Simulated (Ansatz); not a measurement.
# Ca chain started as a strip of triangles: period, moment and channels by functional, part 2 of 3

Aim: how far do the period, the moment and the conductance of the Ca chain started as a strip of triangles depend on the functional, the datasets and spin-orbit coupling, and at what cost?

Ansatz 0.2.0; DFT PBE, plane waves, PAW; relaxation of a chain's period (the session's first sound run).

So far. Step 2 (Relaxation of atoms and period, level PBE, cutoff 420 …): The cell's length comes to 3.851 Å with an absolute moment of 0.48 μB a cell.

## 3. The wire at its relaxed period, level PBE, k-mesh 1×1×21

This step: DFT PBE, plane waves, PAW; channels and complex bands of a perfect chain (Ansatz 0.2.0).

At the relaxed period the Bloch states of the perfect chain are found at each energy: those that move forward count the open channels, and those that decay describe how a disturbance dies away inside the wire itself. An energy step of 0.035 eV is under the 0.039 eV that the program asks for its thermal average at 300 K.

Contents of input.yaml:

```yaml
crystal:
  lattice:
    - [13.5, 0.0, 0.0]
    - [0.0, 12.0, 0.0]
    - [0.0, 0.0, 3.8508903364]
  atoms:
    - { symbol: Ca, position: [0.382647425, 0.5, 0.0], spin: 0.17 }
    - { symbol: Ca, position: [0.617352575, 0.5, 0.5], spin: 0.17 }
magnetization:
  spin_polarized: true
kpoints:
  mp_grid: { grid: [1, 1, 21] }
  band_path: { path: ["Γ", Z], npoints: 60 }
scf:
  occupations: { method: fermi_dirac, width: 0.05 }
hamiltonian:
  xc: pbe
output:
  transmission:
    e_range: [-2, 2]
    de: 0.035
    kmesh: [1, 1]
    reduced_basis: true
    leads: [[0, 0]]
  dos: { projected: true, e_range: [-6, 4] }
  write_potential: true
  write_density: true
  volumetric_format: npy
  elf: true
```

Launch:

```sh
ansatz run input.yaml --threads 4 --pin off --max-ram 16384MiB --backend cpu --events-out ev --progress --plain --runs-dir out
```

Numbers of over 12 decimals in the logs are rounded to 6 here.

What it wrote:

```text
[...]
Crystal: 2 atoms, lattice volume = 623.844 Å³
Basis set: ecut = 420 eV, 12209 PW (Γ)
Bands: 15, of which v1, the nominal top of the filled ones, is band 10 counted from 1 (9 counted from 0)
Symmetry: 8 space group operations
[...]
k-points: 11 of 21
[...]
Starting moments: Σ|m| = 0.34 μB on 2 of 2 sites
[...]
SCF iter   1: F=—  HF=-3632.080175 eV  |F-HF|=—  |Δ(HF+E_count)|=         —  Δρ=5.89e-3 (↑4.71e-3 ↓5.89e-3)  dr2=3.33e0  dr2_m=2.50e-2  M=0.069 μB ∫|m|=0.076 μB  β_m=0.30  ethr=3.10e-3  ⟨swp⟩=12.1  Hψ=2940  notcnv=0
[...]
SCF iter  21: F=-3631.452425 eV  HF=-3631.452425 eV  |F-HF|=9.50e-11  |Δ(HF+E_count)|=   4.12e-9  Δρ=5.53e-8 (↑5.53e-8 ↓5.21e-8)  dr2=2.58e-11  dr2_m=1.32e-11  M=0.405 μB ∫|m|=0.476 μB  ethr=1.00e-12  ⟨swp⟩=3.7  Hψ=737  notcnv=0
SCF 1 converged in 21 iterations: F = -3631.452425 eV  dr2 = 2.58e-11
[...]
transmission: 10 of 60 steps passed
transmission: 15 of 60 steps passed
[...]
transmission: 60 of 60 steps passed
WARN: The output density's exchange-correlation potential varies sharply where the density is thin. Do not read a vacuum level from v_tot or v_xc, or from such a field of the output density. On a cell that repeats whose density bears no net charge and no dipole along the vacuum's axis use v_es (v_loc + v_h of the components); under efield.dipole_correction with no amplitude use v_es + v_field, which holds any externa [...]
NSCF: frozen V_eff on 61 k-points
SCF converged after 21 iterations
Magnetization: 0.4053 μB (10.2027 up, 9.7973 down)
Absolute magnetization: 0.4774 μB (∫|ρ↑−ρ↓|, with the PAW one-centre terms)
[...]
Per-site moments (μB) at R_I (Å): [(0.055734, 1.529416), (0.055734, 1.529416)]
Free energy (F): -3631.452425 eV
[...]
Internal energy: -3631.426414 eV  (E = F + TS)
E sigma→0 (E₀):  -3631.439420 eV
Entropy (-TS):   -0.026011 eV (-13.006 meV/atom)
Fermi energy:    -1.468857 eV
[...]
--- Band table (eV; the first three rows and the last of 22) ---
  k-point 0 ↑: bands = [... 6 lower, -25.4776, -25.4555, -4.2270, -2.7854, -1.6066, -0.9446, -0.7855, -0.6978, ... 1 higher]
  k-point 1 ↑: bands = [... 6 lower, -25.4790, -25.4573, -4.1998, -2.7566, -1.5959, -0.9381, -0.7830, -0.6815, ... 1 higher]
  k-point 2 ↑: bands = [... 6 lower, -25.4830, -25.4625, -4.1188, -2.6709, -1.5644, -0.9211, -0.7796, -0.6334, ... 1 higher]
  k-point 10 ↓: bands = [... 6 lower, -25.5074, -25.5065, -1.8446, -1.5727, -0.8310, -0.8127, -0.7867, -0.7325, ... 1 higher]
--- Transmission ---
  basis      : 1421 plane waves across, 5 finite elements along
  points     : 1, standing for a mesh of 1 x 1
  filling    : by the input's occupations and mesh, since the crystals that have channels conduct as metals do. If one of these is a semiconductor, that mesh has misplaced its level
  energies   : 115 from -2.000000 to 1.990000 eV about the Fermi level, 0.035000 eV apart; the leads are filled to 0.000000 eV, and channels, transmission and decay are at -0.005000 eV
  crystal 0  : Ca2, at the sites [0, 0], period 3.8509 Å: whole cells are its period
    offset         : up to 0.0000 Å between an atom of the period and one for which it stands
    filled         : 3.7 meV under the level at which it is neutral
    channels       : 3.000000e0 up, 2.000000e0 down
    conductance    : 1.1897e14 S/m² at 300 K; may be off by some 0.0 % by where its bands' edges are placed, 0.0 % from the distance to neutral
```

The job ended after 1.9 min (4 threads of Intel Xeon 6975P-C (Granite Rapids), shared host; peak memory 1.5 GiB).

Numbers from this step:

```yaml
energy_at_zero_smearing: -3631.4394 eV
total_moment: 0.4053 μB
absolute_moment: 0.4774 μB
channels_at_the_energy_nearest_the_fermi_level_spin_up: 3
channels_at_the_energy_nearest_the_fermi_level_spin_down: 2
conductance_of_the_lead_as_this_run_defines_it: 2.487 G₀
band_gap: 0 eV
```

Table of open channels of the lead by energy, zero at the Fermi level:

| energy (eV) | spin up | spin down |
| --- | --- | --- |
| -2.000 | 1 | 1 |
| -1.790 | 1 | 1 |
| -1.615 | 1 | 1 |
| -1.405 | 1 | 1 |
| -1.195 | 2 | 2 |
| -0.985 | 2 | 2 |
| -0.810 | 2 | 2 |
| -0.600 | 2 | 2 |
| -0.390 | 2 | 2 |
| -0.215 | 2 | 2 |
| -0.005 | 3 | 2 |
| 0.205 | 1 | 0 |
| 0.415 | 3 | 3 |
| 0.590 | 4 | 4 |
| 0.800 | 2 | 1 |
| 1.010 | 4 | 2 |
| 1.185 | 2 | 2 |
| 1.395 | 4 | 2 |
| 1.605 | 2 | 4 |
| 1.815 | 2 | 2 |

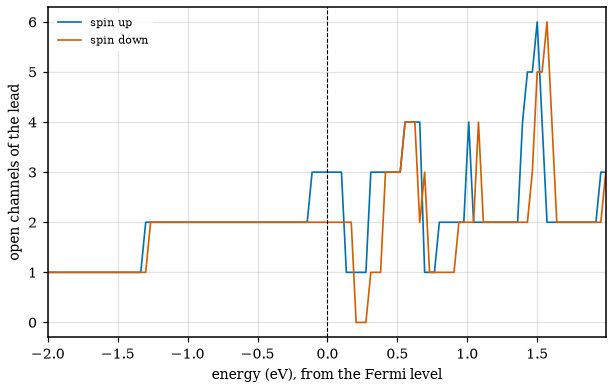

Open channels of the lead against energy.

Spin up; the slowest values at each energy, most degenerate partners merged, listed up to 1.5 1/Å. Im kz of the slowest decaying states against energy, zero at the Fermi level:

| energy (eV) | decay 1 (Å⁻¹) | decay 2 (Å⁻¹) | decay 3 (Å⁻¹) | decay 4 (Å⁻¹) |
| --- | --- | --- | --- | --- |
| -2.000 | 0.369 | 0.841 | 0.846 | 0.905 |
| -1.510 | 0.200 | 0.740 | 0.775 | 0.833 |
| -0.985 | 0.605 | 0.689 | 0.747 | 0.758 |
| -0.495 | 0.417 | 0.594 | 0.652 | 0.655 |
| -0.005 | 0.472 | 0.515 | 0.533 | 0.540 |
| 0.485 | 0.176 | 0.309 | 0.314 | 0.359 |
| 1.010 | 0.133 | 0.266 | 0.324 | 0.481 |
| 1.500 | 0.219 | 0.304 | 0.395 | 0.419 |

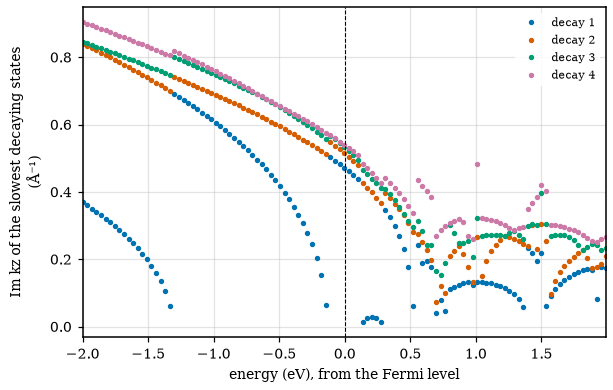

Im kz of the slowest decaying states, plotted against energy.

Spin down; the slowest values at each energy, most degenerate partners merged, listed up to 1.5 1/Å. Table of Im kz of the slowest decaying states by energy, zero at the Fermi level:

| energy (eV) | decay 1 (Å⁻¹) | decay 2 (Å⁻¹) | decay 3 (Å⁻¹) | decay 4 (Å⁻¹) |
| --- | --- | --- | --- | --- |
| -2.0000 | 0.374 | 0.857 | 0.904 | 0.924 |
| -1.7550 | 0.304 | 0.822 | 0.869 | 0.883 |
| -1.5100 | 0.208 | 0.785 | 0.831 | 0.839 |
| -1.2650 | 0.745 | 0.792 | 0.792 | 0.826 |
| -0.9850 | 0.697 | 0.733 | 0.745 | 0.775 |
| -0.7400 | 0.651 | 0.675 | 0.700 | 0.725 |
| -0.4950 | 0.600 | 0.607 | 0.651 | 0.668 |
| -0.2500 | 0.524 | 0.542 | 0.597 | 0.603 |
| -0.0050 | 0.410 | 0.473 | 0.524 | 0.535 |
| 0.2400 | 0.0394 | 0.184 | 0.382 | 0.427 |
| 0.4850 | 0.207 | 0.286 | 0.349 | 0.405 |
| 0.7650 | 0.114 | 0.169 | 0.251 | 0.263 |
| 1.0100 | 0.142 | 0.160 | 0.247 | 0.265 |
| 1.2550 | 0.126 | 0.257 | 0.269 | 0.273 |
| 1.5000 | 0.212 | 0.303 | 0.318 | 0.351 |
| 1.7450 | 0.138 | 0.181 | 0.260 | 0.296 |

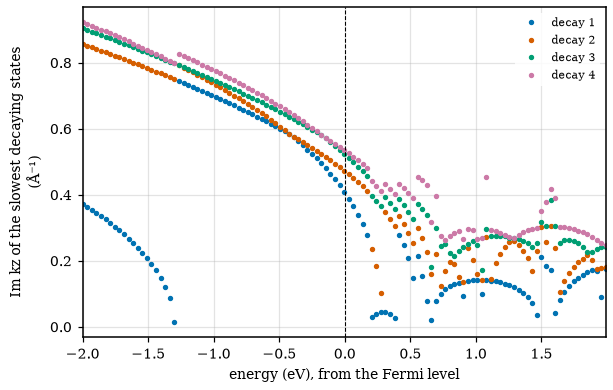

Im kz of the slowest decaying states, plotted against energy.

Electronic bands along the path, in eV, zero at the Fermi level:

| point | up 9 | up 10 | up 11 | up 12 | down 9 | down 10 | down 11 | down 12 |
| --- | --- | --- | --- | --- | --- | --- | --- | --- |
| Γ | -2.76 | -1.32 | -0.14 | 0.52 | -2.59 | -1.30 | 0.29 | 0.55 |
| Z | -0.42 | -0.42 | 0.53 | 0.53 | -0.23 | -0.23 | 0.66 | 0.66 |

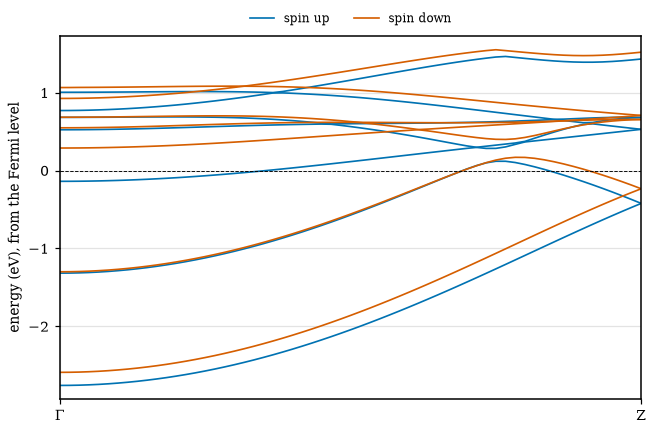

Electronic bands along the path; the two colours are the two spins.

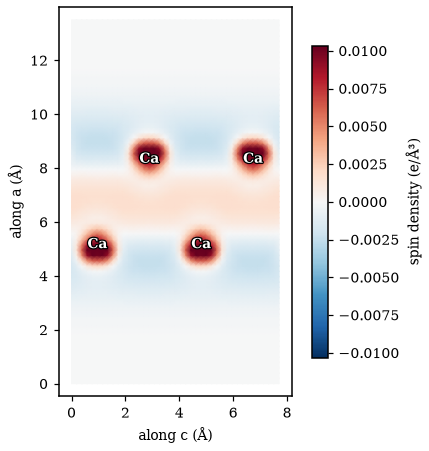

Spin density in the ca plane at fractional y = 0.500, with atoms of Ca within 0.2 Å of it. The map starts off the cell's origin, so that atoms lie inside it.

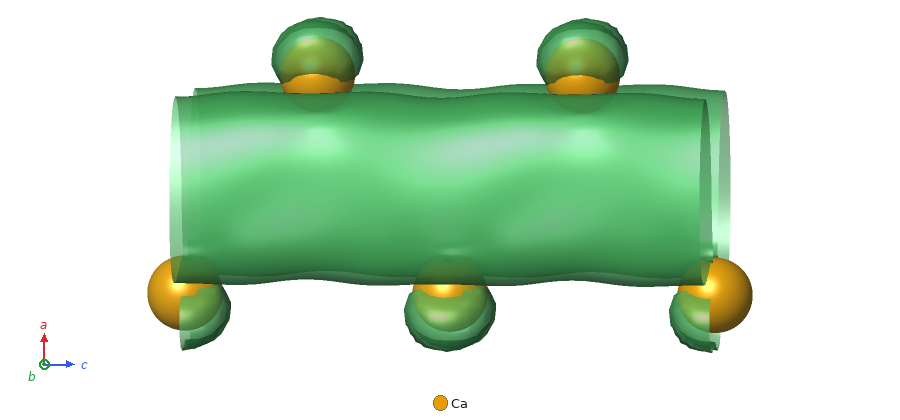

Surface of spin density = 0.0048 e/Å³, which holds about 50 % of the integral of its size. 1×1×2 cells are drawn.

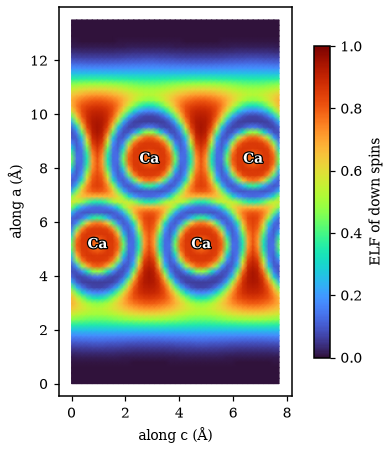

ELF of down spins in the ca plane at fractional y = 0.500, with atoms of Ca within 0.2 Å of it. It is the smooth field of the valence electrons, not physical close to the nuclei. The map starts off the cell's origin, so that atoms lie inside it.

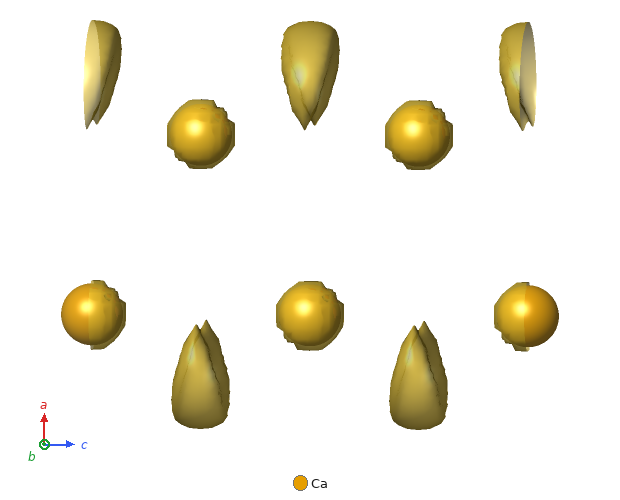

Surface of ELF of down spins = 0.85. 1×1×2 cells are drawn.

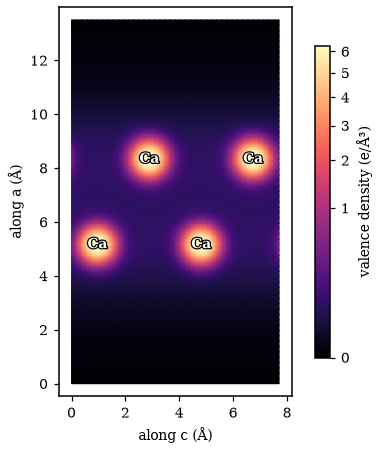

Valence density in the ca plane at fractional y = 0.500, with atoms of Ca within 0.2 Å of it. It is the smooth field of the valence electrons, not physical close to the nuclei. The map starts off the cell's origin, so that atoms lie inside it. The colour scale is stretched toward low values.

By hand: the program gives 1.1897 × 10^14 S/m² over the cell's cross-section of 162.00 Å² = 1.620 × 10^-18 m², so one cell conducts 1.927 × 10^-4 S. Divided by G0 = 2e²/h = 7.748 × 10^-5 S this is 2.49 G0, a resistance of 5.19 kΩ.

At the computed energy nearest the Fermi level there are 3 spin-up and 2 spin-down channels, and the thermal average gives 2.49 G₀.

## 4. Relaxation of atoms and period

This step: DFT LDA, plane waves, PAW; relaxation of a chain's period (Ansatz 0.2.0).

The relaxation is repeated under another functional. LDA has no gradient terms and tends to overbind, so it marks the short end of the likely bond lengths.

input.yaml, the sections that differ from step 3:

```yaml
crystal:
  lattice:
    - [13.5, 0.0, 0.0]
    - [0.0, 12.0, 0.0]
    - [0.0, 0.0, 3.44432]
  atoms:
    - { symbol: Ca, position: [0.39101037, 0.5, 0.0], spin: 0.5 }
    - { symbol: Ca, position: [0.60898963, 0.5, 0.5], spin: 0.5 }
kpoints:
  mp_grid: { grid: [1, 1, 24] }
hamiltonian:
  xc: lda
relax:
  cell: { fix: [a, b, alpha, beta, gamma] }
  max_steps: 60
# magnetization, scf: as in step 3
# output: removed
```

What it wrote:

```text
[...]
Crystal: 2 atoms, lattice volume = 557.980 Å³
Basis set: ecut = 420 eV, 10943 PW (Γ)
Bands: 15, of which v1, the nominal top of the filled ones, is band 10 counted from 1 (9 counted from 0)
Symmetry: 8 space group operations
[...]
k-points: 13 of 24
[...]
Starting moments: Σ|m| = 1 μB on 2 of 2 sites
[...]
0.000000       0.002558       0.000000
        0.000000       0.000000       0.024945
  P = ⅓ Tr σ = 0.0147 GPa (0.147 kbar)
--- Relaxed structure (4 steps of the walk, 4 accepted, 1 SCFs on fresh bases) ---
[...]
cell:  # Å, volume = 604.8339 Å³
    - [13.5, 0.0, 0.0]
    - [0.0, 12.0, 0.0]
    - [0.0, 0.0, 3.733542]
  atoms:
    - { symbol: Ca, position: [0.385828, 0.5, 0.0] }
    - { symbol: Ca, position: [0.614172, 0.5, 0.5] }
[key lines of the parts left out:]
SCF converged after 7 iterations
Magnetization: 0.3346 μB (10.1673 up, 9.8327 down)
Free energy (F): -3542.639155 eV
Fermi energy:    -1.539538 eV
```

Elapsed: 15 s, on 4 threads; peak memory 0.82 GiB; 52 s of CPU time.

Relaxation path:

| step | energy less that of the first step (eV) | largest force component (eV/Å) | pressure (GPa) | volume (Å³) |
| --- | --- | --- | --- | --- |
| 1 | 0.0000 | 0.3421 | 0.36 | 557.98 |
| 2 | -0.0690 | 0.1119 | 0.21 | 569.74 |
| 3 | -0.1242 | 0.0032 | 0.05 | 596.54 |
| 4 | -0.1278 | 0.0005 | 0.01 | 604.83 |
| 5* | -0.1282 | 0.0005 | 0.01 | 604.83 |

Relaxation steps marked * repeat the geometry before them on a plane-wave basis chosen anew for their cell, so energy and pressure can jump there.

Forces are held to the 8 operations that the run works with; a distortion that breaks them can't arise in this run.

| cell as run | before | after | change |
| --- | --- | --- | --- |
| c (Å) | 3.444 | 3.734 | +8.4 % |

The atoms that moved most (Å, along periodic axes as changes of fractional coordinates times the final cell, across vacuum about the mean position):

| atom | dx | dy | dz | length |
| --- | --- | --- | --- | --- |
| Ca1 | -0.070 | 0.000 | 0.000 | 0.070 |
| Ca2 | 0.070 | 0.000 | 0.000 | 0.070 |

Final coordinates:

```xyz
2
Lattice="13.5000 0.0000 0.0000 0.0000 12.0000 0.0000 0.0000 0.0000 3.7335" Properties=species:S:1:pos:R:3
Ca    5.2087    6.0000    0.0000
Ca    8.2913    6.0000    1.8668
```

The cell's length comes to 3.734 Å, -3.0 % against the first run, with an absolute moment of 0.34 μB a cell.

## 5. The perfect wire, level LDA, k-mesh 1×1×22

This step: DFT LDA, plane waves, PAW; channels and complex bands of a perfect chain (Ansatz 0.2.0).

The channels are counted again under LDA, at the period that it gave.

Contents of input.yaml:

```yaml
crystal:
  lattice:
    - [13.5, 0.0, 0.0]
    - [0.0, 12.0, 0.0]
    - [0.0, 0.0, 3.7335423793]
  atoms:
    - { symbol: Ca, position: [0.385827886, 0.5, 0.0], spin: 0.15 }
    - { symbol: Ca, position: [0.614172114, 0.5, 0.5], spin: 0.15 }
magnetization:
  spin_polarized: true
kpoints:
  mp_grid: { grid: [1, 1, 22] }
  band_path: { path: ["Γ", Z], npoints: 60 }
scf:
  occupations: { method: fermi_dirac, width: 0.05 }
hamiltonian:
  xc: lda
output:
  transmission:
    e_range: [-2, 2]
    de: 0.035
    kmesh: [1, 1]
    reduced_basis: true
    leads: [[0, 0]]
  dos: { projected: true, e_range: [-6, 4] }
```

What it wrote:

```text
[...]
Crystal: 2 atoms, lattice volume = 604.834 Å³
Basis set: ecut = 420 eV, 11837 PW (Γ)
Bands: 15, of which v1, the nominal top of the filled ones, is band 10 counted from 1 (9 counted from 0)
Symmetry: 8 space group operations
[...]
k-points: 12 of 22
[...]
Starting moments: Σ|m| = 0.3 μB on 2 of 2 sites
[...]
--- Transmission ---
  basis      : 1421 plane waves across, 5 finite elements along
  points     : 1, standing for a mesh of 1 x 1
[...]
crystal 0  : Ca2, at the sites [0, 0], period 3.7335 Å: whole cells are its period
[...]
filled         : 4.6 meV under the level at which it is neutral
    channels       : 3.000000e0 up, 2.000000e0 down
[...]
[key lines of the parts left out:]
SCF converged after 22 iterations
Magnetization: 0.3296 μB (10.1648 up, 9.8352 down)
Free energy (F): -3542.639623 eV
Fermi energy:    -1.537606 eV
```

The job ended after 1.9 min (4 threads; peak memory 1.4 GiB; 6.3 min of CPU time).

At the computed energy nearest the Fermi level there are 3 spin-up and 2 spin-down channels, and the thermal average gives 2.42 G₀.

## 6. The relaxed wire

This step: DFT RPBE, plane waves, PAW; relaxation of a chain's period (Ansatz 0.2.0).

The relaxation is repeated under another functional. RPBE strengthens the exchange enhancement and tends to longer, weaker bonds than PBE.

input.yaml, the sections that differ from step 5:

```yaml
crystal:
  lattice:
    - [13.5, 0.0, 0.0]
    - [0.0, 12.0, 0.0]
    - [0.0, 0.0, 3.44432]
  atoms:
    - { symbol: Ca, position: [0.39101037, 0.5, 0.0], spin: 0.5 }
    - { symbol: Ca, position: [0.60898963, 0.5, 0.5], spin: 0.5 }
kpoints:
  mp_grid: { grid: [1, 1, 24] }
hamiltonian:
  xc: rpbe
relax:
  cell: { fix: [a, b, alpha, beta, gamma] }
  max_steps: 60
# magnetization, scf: as in step 5
# output: removed
```

What it wrote:

```text
[...]
Crystal: 2 atoms, lattice volume = 557.980 Å³
Basis set: ecut = 420 eV, 10943 PW (Γ), exchange–correlation on 192×162×48 points (8 copies of the dense FFT grid, shifted against one another)
Bands: 15, of which v1, the nominal top of the filled ones, is band 10 counted from 1 (9 counted from 0)
Symmetry: 8 space group operations
[...]
0.000000       0.000000      -0.002436
  P = ⅓ Tr σ = 0.0066 GPa (0.066 kbar)
--- Relaxed structure (4 steps of the walk, 4 accepted, 1 SCFs on fresh bases) ---
[...]
cell:  # Å, volume = 632.7193 Å³
    - [13.5, 0.0, 0.0]
    - [0.0, 12.0, 0.0]
    - [0.0, 0.0, 3.905675]
  atoms:
    - { symbol: Ca, position: [0.381080, 0.5, 0.0] }
    - { symbol: Ca, position: [0.618920, 0.5, 0.500000] }
[key lines of the parts left out:]
SCF converged after 7 iterations
Magnetization: 0.4185 μB (10.2093 up, 9.7907 down)
Free energy (F): -3640.354729 eV
Fermi energy:    -1.417391 eV
```

Wall time 18 s (4 threads); peak memory 0.92 GiB; 67 s of CPU time.

Step by step:

| step | energy less that of the first step (eV) | largest force component (eV/Å) | pressure (GPa) | volume (Å³) |
| --- | --- | --- | --- | --- |
| 1 | 0.0000 | 0.6189 | 0.61 | 557.98 |
| 2 | -0.1975 | 0.1935 | 0.34 | 577.45 |
| 3 | -0.3041 | 0.0451 | 0.14 | 604.82 |
| 4 | -0.3321 | 0.0019 | 0.01 | 632.72 |
| 5* | -0.3329 | 0.0019 | 0.01 | 632.72 |

Relaxation steps marked * repeat the geometry before them on a plane-wave basis chosen anew for their cell, so energy and pressure can jump there.

The run keeps the 8 symmetry operations that it works with, so distortions that break them were not tested.

| cell as run | before | after | change |
| --- | --- | --- | --- |
| c (Å) | 3.444 | 3.906 | +13.4 % |

The atoms that moved most (Å, along periodic axes as changes of fractional coordinates times the final cell, across vacuum about the mean position):

| atom | dx | dy | dz | length |
| --- | --- | --- | --- | --- |
| Ca1 | -0.134 | 0.000 | 0.000 | 0.134 |
| Ca2 | 0.134 | 0.000 | 0.000 | 0.134 |

Final coordinates:

```xyz
2
Lattice="13.5000 0.0000 0.0000 0.0000 12.0000 0.0000 0.0000 0.0000 3.9057" Properties=species:S:1:pos:R:3
Ca    5.1446    6.0000    0.0000
Ca    8.3554    6.0000    1.9528
```

The cell's length comes to 3.906 Å, +1.4 % against the first run, with an absolute moment of 0.52 μB a cell. That is +13 % against the start, more than a small adjustment.

The cell grew by 13.4 % in its periodic edges. First to last step the energy falls by 0.333 eV, across changes of basis; the largest move, 0.13 Å, is that of Ca1 and 1 other atom alike.

(Part 2 of 3 ends here.)

[Logs are printed without paths, hosts, clocks, repeated set-up lines and the standing remarks that a program may print on its own settings, such as how far it seeks lower states.]

[Hosts, paths, dates, database ids (printed as entryN), source tags and the programs' standing remarks are cut or masked in the printed files.]
